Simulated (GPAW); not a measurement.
# TiSi2 (Zhiqinite): optical spectrum from first principles

Aim: the dielectric function of TiSi2 (Zhiqinite), and the optical constants that follow from it. The cell comes from an older database entry, whose edges can differ from later determinations, mostly by under a per cent.

Main program and level: GPAW 26.7.0; DFT, LDA, plane-wave PAW (GPAW data sets), scalar-relativistic, RPA, optical limit.

The database entry behind the starting cell is an old determination (1939), so it need not match the best structure at ambient conditions.

## 1. The structure

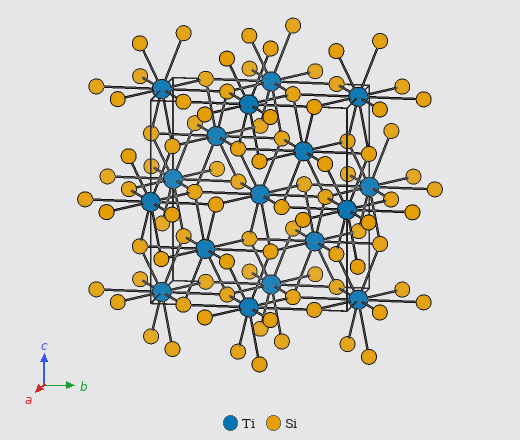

Start, viewed slightly off an axis; titanium blue, silicon orange. This picture shows the conventional cell, with its axes. Some periodic images of atoms are drawn too.

As a file:

```cif
data_structure
_symmetry_space_group_name_H-M 'Fddd:1'
_symmetry_Int_Tables_number 70
_cell_length_a 4.7730
_cell_length_b 8.2360
_cell_length_c 8.5230
_cell_angle_alpha 90.000
_cell_angle_beta 90.000
_cell_angle_gamma 90.000
_cell_volume 335.04
loop_
_atom_site_label
_atom_site_type_symbol
_atom_site_symmetry_multiplicity
_atom_site_Wyckoff_symbol
_atom_site_fract_x
_atom_site_fract_y
_atom_site_fract_z
_atom_site_occupancy
Ti1 Ti 8 b 0.50000 0.00000 0.00000 1
Si1 Si 16 f 0.50000 0.33300 0.00000 1
```

## 2. Ground state

The self-consistent density comes first; it also tells whether there is a gap, which decides the occupations and the need for a Drude term.

This step: DFT, LDA, plane-wave PAW (GPAW data sets), scalar-relativistic, ground state (GPAW 26.7.0).

The input, gs.py:

```python
from ase import Atoms
from ase.dft.bandgap import bandgap
from gpaw import GPAW, PW, FermiDirac

atoms = Atoms(['Ti', 'Ti', 'Si', 'Si', 'Si', 'Si'],
              cell=[[0.000000000000, 4.118000000000, 4.261500000000],
                    [2.386500000000, 0.000000000000, 4.261500000000],
                    [2.386500000000, 4.118000000000, 0.000000000000]],
              scaled_positions=[[0.500000000000, 0.500000000000, 0.500000000000],
                                [0.750000000000, 0.750000000000, 0.750000000000],
                                [0.833000000000, 0.167000000000, 0.833000000000],
                                [0.167000000000, 0.833000000000, 0.167000000000],
                                [0.417000000000, 0.083000000000, 0.417000000000],
                                [0.083000000000, 0.417000000000, 0.083000000000]],
              pbc=[True, True, True])
atoms.calc = GPAW(mode=PW(500), xc='LDA', kpts={'size': (6, 6, 6), 'gamma': True},
                  occupations=FermiDirac(0.05), maxiter=150, txt='gs.txt')
print('energy (eV)', atoms.get_potential_energy())
print('Fermi level (eV)', atoms.calc.get_fermi_level())
print('valence electrons', atoms.calc.get_number_of_electrons())
print('gap (eV)', bandgap(atoms.calc, output=None)[0])
print('direct gap (eV)', bandgap(atoms.calc, direct=True, output=None)[0])
atoms.calc.write('gs.gpw')
```

Run with:

```console
> OMP_NUM_THREADS=1 python gs.py
```

Numbers of over 12 decimals in the logs are rounded to 6 here.

The program printed:

```text
__  _  _
 | _ |_)|_||  |
 |__||  | ||/\| - 26.7.0

Versions:
  Python: 3.12.14
  ASE:    3.29.0
  Numpy:  2.5.5
  Scipy:  1.18.1
  Libxc:  7.0.0

Input parameters:
  mode=PW(ecut=500.0),
  kpts=MonkhorstPack(size=(6, 6, 6), gamma=True),
  maxiter=150,
  occupations=Occupations(name='fermi-dirac', width=0.05, fixmagmom=False),
  xc=XC(name='LDA')

Diagonalizing LCAO Hamiltonian
Converting LCAO to pw mode

                Ti

              Si

            Ti
           Si

         Si
       Si

Atoms  # Å, Bohr magnetons
|   | symbol |        x |        y |        z |    initial magnetic moments |
| 0 |     Ti | 2.386500 | 4.118000 | 4.261500 | ( 0.0000,  0.0000,  0.0000) |
| 1 |     Ti | 3.579750 | 6.177000 | 6.392250 | ( 0.0000,  0.0000,  0.0000) |
| 2 |     Si | 2.386500 | 6.860588 | 4.261500 | ( 0.0000,  0.0000,  0.0000) |
| 3 |     Si | 2.386500 | 1.375412 | 4.261500 | ( 0.0000,  0.0000,  0.0000) |
| 4 |     Si | 1.193250 | 3.434412 | 2.130750 | ( 0.0000,  0.0000,  0.0000) |
| 5 |     Si | 1.193250 | 0.683588 | 2.130750 | ( 0.0000,  0.0000,  0.0000) |

Unit cell  # Å
| periodic |        x |        y |        z |  lengths |    angles |
|      yes | 0.000000 | 4.118000 | 4.261500 | 5.926070 | 75.818355 |
|      yes | 2.386500 | 0.000000 | 4.261500 | 4.884236 | 53.042013 |
|      yes | 2.386500 | 4.118000 | 0.000000 | 4.759549 | 51.139632 |

Number of symmetries: 4
Symmetry operations  # r_c * U_cc + t_c -> r_c
|   | kind |            matrix            |
| 0 |  E   |  1, 0, 0,  0, 1, 0,  0, 0, 1 |
| 1 |  C2  |  0, 1,-1,  1, 0,-1,  0, 0,-1 |
| 2 |  C2  |  0,-1, 1,  0,-1, 0,  1,-1, 0 |
| 3 |  C2  | -1, 0, 0, -1, 0, 1, -1, 1, 0 |

BZ-sampling:
  Number of BZ points: 216
  Number of IBZ points: 46

  Monkhorst-Pack size: [6, 6, 6]
  Monkhorst-Pack shift: [0.083333, 0.083333, 0.083333]

K-points  # in reciprocal-cell coordinates
|     |                                coordinates |     weight |
|   0 | (  0.00000000,   0.00000000,   0.00000000) | 0.00462963 |
|   1 | (  0.00000000,   0.16666667,   0.16666667) | 0.00925926 |
|   2 | (  0.00000000,   0.33333333,   0.33333333) | 0.00925926 |
|   3 | (  0.00000000,   0.50000000,   0.50000000) | 0.00462963 |
|   4 | (  0.16666667,  -0.33333333,   0.50000000) | 0.00925926 |
|   5 | (  0.16666667,   0.00000000,   0.16666667) | 0.00925926 |
|   6 | (  0.16666667,   0.16666667,   0.00000000) | 0.00925926 |
|   7 | (  0.16666667,   0.16666667,   0.16666667) | 0.03703704 |
|   8 | (  0.16666667,   0.16666667,   0.33333333) | 0.01851852 |
|   9 | (  0.16666667,   0.33333333,   0.16666667) | 0.01851852 |
| ... |                                            |            |
|  45 | (  0.50000000,   0.50000000,   0.50000000) | 0.01851852 |

Plane wave coefficients: 2156
Cutoff: 500.0 eV

Spin-components: 1 (collinear spins)
Bands:           28
Projectors:      32
Spin-degeneracy: 2
Datatype:        complex128

Parallelization:
  kpt:    1
  domain: 1
  band:   1

Density:
  Valence electrons: 40.0
  Components: 1
  Grid points: [32 32 32]
  Charge: 0.0  # |e|

Potential:
  Grid points: [32 32 32]

species:
  Ti:
    name:    Titanium
    id:
    Z:       22.0
    valence: 12
    core:    10
    charge:  0.0  # [|e|]
    compensation charges:
      type: gauss
      rc: 0.38  # [Å]
      lmax: 2
    cutoffs:
      filter: 2.23  # [Å]
      core: 1.02  # [Å]
    projectors
    | kind |    occ | energy [eV] | rcut [Å] |
    |   3s |  2.000 |     -62.257 |    1.270 |
    |   4s |  2.000 |      -4.593 |    1.270 |
    |   3p |  6.000 |     -38.791 |    1.058 |
    |   4p |  0.000 |      -1.536 |    1.058 |
    |   3d |  2.000 |      -4.463 |    1.058 |
    |    d |        |      22.748 |    1.058 |

    Using partial waves for Ti as LCAO basis

  Si:
    name:    Silicon
    id:
    Z:       14.0
    valence: 4
    core:    10
    charge:  0.0  # [|e|]
    compensation charges:
      type: gauss
      rc: 0.33  # [Å]
      lmax: 2
    cutoffs:
      filter: 1.86  # [Å]
      core: 2.06  # [Å]
    projectors
    | kind |    occ | energy [eV] | rcut [Å] |
    |   3s |  2.000 |     -10.878 |    1.058 |
    |   3p |  2.000 |      -4.162 |    1.058 |
    |    s |        |      16.334 |    1.058 |
    |    p |        |      23.049 |    1.058 |
    |    d |        |       0.000 |    1.058 |

    Using partial waves for Si as LCAO basis

Reference energy: -77782.750851  # eV

eigensolver:
  PPCG
  Converge bands: occupied
  niter=2

density mixing:
  MSR1-Mixer
  Pratt-step length: 0.05
  Maximum mixing coefficient: 0.75
  Old densities: 10
  SVD Regularization: 0.005
  Good broyden scale: 1.0
  Trust region scale: 1.0
  Backstep threshold: 4.0
  History deletion threshold: 6.0
  Fourier metric: weight=20.0, sigma=0.015

occupation numbers:
  Fermi-Dirac:
    width: 0.0500  # eV

poisson solver:
  ecut: 4000.0  # eV

xc functional:
  name: None

convergence criteria:
- Maximum [total energy] change in last 3 cyles: 0.0005 eV / valence electron
- Maximum integral of absolute [dens]ity change: 0.0001 electrons / valence electron
- Maximum integral of absolute [eigenst]ate change: 4e-08 eV^2 / valence electron
maximum number of iterations: 150

SCF iterations
|iter     |      energy | eigst |  dens |
|iter:   1||  -42.834578 | +0.43 |       |
|iter:   2||  -42.844476 | -1.67 | -1.22 |
|iter:   3||  -44.096468 | -0.26 | -1.24 |
|iter:   4||  -42.679593 | -0.17 | -1.10 |
|iter:   5||  -42.595466 | -1.46 | -1.50 |
|iter:   6||  -42.599453 | -2.09 | -2.14 |
|iter:   7||  -42.596696c| -3.13 | -2.47 |
|iter:   8||  -42.596648c| -3.82 | -3.12 |
|iter:   9||  -42.596646c| -5.77 | -3.80 |
|iter:  10||  -42.596646c| -6.35 | -4.23c|
|iter:  11||  -42.596646c| -7.49c| -4.86c|

Converged in 11 steps
SCF loop duration: 70.980 s (6.453 s/step)
Energy contributions relative to reference atoms: (reference = -77782.750851)

Energy contributions:
  Kinetic:          40.019389
  Coulomb:         -31.522603
  Zero:             -0.221612
  External:          0.000000
  Xc:              -50.864548
  Entropy:          -0.014547
  Spinorbit:         0.000000
  ----------------------------
  Free energy:     -42.603919
  Extrapolated:    -42.596646

dipole moment: (-5.112370, -8.821597, -9.129003)  # |e|*Ang

Fermi level: 9.589
Eigenvalues  # (at kpt = [0.000, 0.000, 0.000])
| band index |      eig [eV] | occ [0-2] |
|          0 |       -46.120 |     2.000 |
|        ... |               |           |
|         13 |         5.725 |     2.000 |
|         14 |         5.740 |     2.000 |
|         15 |         6.956 |     2.000 |
|         16 |         7.300 |     2.000 |
|         17 |         7.628 |     2.000 |
|         18 |         7.858 |     2.000 |
|         19 |         8.079 |     2.000 |
|         20 |         8.592 |     2.000 |
|         21 |        11.520 |     0.000 |
|         22 |        12.703 |     0.000 |
|         23 |        12.781 |     0.000 |
|         24 |        12.920 |     0.000 |
|         25 |        12.939 |     0.000 |
|         26 |        13.222 |     0.000 |
|         27 |        13.246 |     0.000 |

No gap
No difference between direct/indirect transitions

--- standard output ---
energy (eV) -42.596646
Fermi level (eV) 9.588669
valence electrons 40.0
gap (eV) 0.0
direct gap (eV) 0.0
```

Elapsed: 77 s, on 1 thread of Arm Neoverse V1, shared host; peak memory 0.25 GiB.

This step gave:

```
energy       : -42.60 eV
Fermi energy : 9.589 eV
electrons    : 40
```

There are states at the Fermi level within the smearing, so the occupations stay smeared and the carriers get a Drude term.

## 3. Bands for the response

The response needs many more empty bands than the density does.

This step: DFT, LDA, plane-wave PAW (GPAW data sets), scalar-relativistic, bands at fixed density (GPAW 26.7.0).

The input, nscf.py:

```python
from ase.dft.bandgap import bandgap
from gpaw import GPAW, FermiDirac

calc = GPAW('gs.gpw').fixed_density(kpts={'size': (8, 8, 8), 'gamma': True}, nbands=87, convergence={'bands': 81},
                                    occupations=FermiDirac(0.05), txt='nscf.txt')
print('gap (eV)', bandgap(calc, output=None)[0])
print('direct gap (eV)', bandgap(calc, direct=True, output=None)[0])
print('top band over the Fermi level (eV)', min(calc.get_eigenvalues(kpt=k)[80] for k in range(len(calc.get_ibz_k_points()))) - calc.get_fermi_level())
calc.write('full.gpw', mode='all')
```

Run with:

```console
> OMP_NUM_THREADS=1 python nscf.py
```

The program printed:

```text
Diagonalizing LCAO Hamiltonian
Converting LCAO to pw mode
convergence criteria:
- Maximum integral of absolute [eigenst]ate change: 4e-08 eV^2 / valence electron
maximum number of iterations: 150

SCF iterations
|iter     |      energy | eigst |  dens |
|iter:   1||             | +3.59 |       |
|iter:   2||             | +2.34 |       |
|iter:   3||             | +1.42 |       |
|iter:   4||             | +0.46 |       |
|iter:   5||             | -0.29 |       |
|iter:   6||             | -0.99 |       |
|iter:   7||             | -1.57 |       |
|iter:   8||             | -2.22 |       |
|iter:   9||             | -2.86 |       |
|iter:  10||             | -3.54 |       |
|iter:  11||             | -4.18 |       |
|iter:  12||             | -4.86 |       |
|iter:  13||             | -5.49 |       |
|iter:  14||             | -6.16 |       |
|iter:  15||             | -6.73 |       |
|iter:  16||             | -7.17 |       |
|iter:  17||             | -7.52c|       |
SCF steps: 17
  __  _  _
 | _ |_)|_||  |
 |__||  | ||/\| - 26.7.0

Versions:
  Python: 3.12.14
  ASE:    3.29.0
  Numpy:  2.5.5
  Scipy:  1.18.1
  Libxc:  7.0.0

Input parameters:
  mode=PW(ecut=500.0),
  convergence={'bands': 81},
  gpts=array([32, 32, 32]),
  kpts=MonkhorstPack(size=(8, 8, 8), gamma=True),
  maxiter=150,
  nbands=87,
  occupations=Occupations(name='fermi-dirac', width=0.05, fixmagmom=False),
  parallel={},
  xc=XC(name='LDA')

--- standard output ---
gap (eV) 0.0
direct gap (eV) 0.0
top band over the Fermi level (eV) 32.040243
```

The job ended after 12 min (1 thread; peak memory 0.55 GiB).

## 4. Dielectric function, RPA

Local fields let the induced charge screen the field inside the cell, which as a rule lowers ε, most along directions where the density is uneven.

This step: DFT, LDA, plane-wave PAW (GPAW data sets), scalar-relativistic, RPA, optical limit (GPAW 26.7.0).

The input, df.py:

```python
from gpaw.response.df import DielectricFunction

df = DielectricFunction('full.gpw', frequencies={'type': 'nonlinear', 'domega0': 0.03, 'omega2': 8},
                        ecut=50,
                        eta=0.15,
                        nbands=81,
                        rate=0.05,
                        txt='df.txt')
for direction in ['x', 'y', 'z']:
    df.get_dielectric_function(xc='RPA', direction=direction, filename=f'df_{direction}.csv')
```

Run with:

```console
> OMP_NUM_THREADS=1 python df.py
```

The program printed:

```text
Using integrator: PointIntegrator
NonLinearFrequencyDescriptor(from 0.000 to 90.926 eV, 532 points)
Nonperiodic BCs:  [False False False]
Using integrator: PointIntegrator
NonLinearFrequencyDescriptor(from 0.000 to 90.926 eV, 532 points)
Nonperiodic BCs:  [False False False]
Using integrator: PointIntegrator

Calculating chi0 body with:
    Ground state adapter containing:
    Number of spins: 1
    Number of kpoints: 512
    Number of irreducible kpoints: 95
    Number of completely occupied states: 17
    Number of partially occupied states: 22

    Linear response parametrization:
    q_c: [0.0, 0.0, 0.0]
    Number of frequency points: 532
    Planewave cutoff: 50.0
    Number of bands: 81
    Number of planewaves: 71
    Broadening (eta): 0.15

Integrating chi0 body.

Symmetries of q_c:
    Direct symmetries (Uq -> q): 4
    Indirect symmetries (TUq -> q): 4
In total 8 allowed symmetries.

95 groups of equivalent kpoints. 81.4453125% reduction.

Integral kind: spectral function

Calculating chi0 optical extensions with:
    Ground state adapter containing:
    Number of spins: 1
    Number of kpoints: 512
    Number of irreducible kpoints: 95
    Number of completely occupied states: 17
    Number of partially occupied states: 22

    Linear response parametrization:
    Number of frequency points: 532
    Planewave cutoff: 50.0
    Number of bands: 81
    Number of planewaves: 71
    Broadening (eta): 0.15
Integrating chi0 head and wings.

Symmetries of q_c:
    Direct symmetries (Uq -> q): 4
    Indirect symmetries (TUq -> q): 4
In total 8 allowed symmetries.

95 groups of equivalent kpoints. 81.4453125% reduction.

Integral kind: spectral function wings

Calculating drude chi0 with:
    Number of frequency points:532
    Plasma frequency decay rate: 0.05 eV

    Ground state adapter containing:
    Number of spins: 1
    Number of kpoints: 512
    Number of irreducible kpoints: 95
    Number of completely occupied states: 17
    Number of partially occupied states: 22

Symmetries of q_c:
    Direct symmetries (Uq -> q): 4
    Indirect symmetries (TUq -> q): 4
In total 8 allowed symmetries.

95 groups of equivalent kpoints. 81.4453125% reduction.

Integral kind: intraband
Plasma frequency:
[[4.98+0.j 0.  +0.j 0.  -0.j]
 [0.  +0.j 5.06+0.j 0.  +0.j]
 [0.  -0.j 0.  +0.j 3.56-0.j]]
```

Elapsed: 2.3 min, on 1 thread; peak memory 0.4 GiB.

Some rows of df_x.csv (energy; Re and Im without local fields; Re and Im with them):

```text
0.000000, 9985.881685, 0.000000, 9985.806228, 0.000000
0.460735, -85.913077, 40.633530, -86.022607, 40.637482
0.943989, -1.386455, 16.122472, -1.500767, 16.019521
1.451455, 8.203893, 19.577752, 8.256122, 19.477085
1.984998, 7.923012, 18.717808, 8.029982, 18.804707
2.546682, 11.450924, 15.753312, 11.265096, 15.737057
3.138794, 6.329181, 20.785431, 6.385676, 20.666558
3.763875, 6.524256, 18.291127, 6.549403, 18.214924
4.424758, 2.889597, 20.560673, 3.182525, 20.621036
5.124608, -3.564468, 20.845396, -3.731328, 21.120281
5.866977, -9.646065, 15.267915, -9.819769, 15.019667
6.655862, -9.342418, 7.664075, -9.286521, 7.547687
7.495775, -7.670570, 4.869190, -7.564377, 4.853282
8.391833, -5.626340, 2.606889, -5.530126, 2.630576
9.349861, -4.310168, 1.717104, -4.221791, 1.819006
10.376517, -3.108414, 1.000429, -3.104751, 1.074534
11.479449, -2.237645, 0.616320, -2.255001, 0.700346
12.667487, -1.552489, 0.398539, -1.587338, 0.461022
13.950874, -1.017171, 0.269535, -1.052545, 0.325369
```

(Part 1 of 2 ends here.)

[Machine, clock and banner lines and Python warnings are left out of the logs.]

[Logs are printed without paths, hosts, clocks, repeated set-up lines and the standing remarks that a program may print on its own settings, such as how far it seeks lower states.]

[Hosts, paths, dates, database ids (printed as entryN), source tags and the programs' standing remarks are cut or masked in the printed files.]
